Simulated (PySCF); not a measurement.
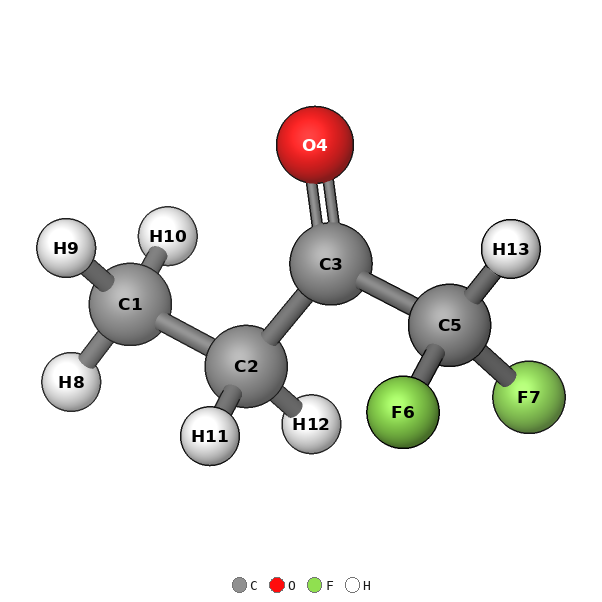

The geometry was computed by an optimisation with GFN2-xTB. No frequency run is at hand to confirm it as a minimum. Electric field gradients from the ground-state density, B3LYP/pcJ-1 (PySCF 2.14.0), non-relativistic apart from any core potentials.

Give the largest field-gradient component, the quadrupole coupling constant and the asymmetry for 17O at O4 (Q = −25.6 mb), 2H at H8 (Q = 2.86 mb), 2H at H9 (Q = 2.86 mb).

| atom | V_zz (a.u.) | e²qQ/h (MHz) | η |
| --- | --- | --- | --- |
| O4 | −2.026 | 12.19 | 0.59 |
| H8 | 0.306 | 0.206 | 0.03 |
| H9 | 0.303 | 0.203 | 0.05 |
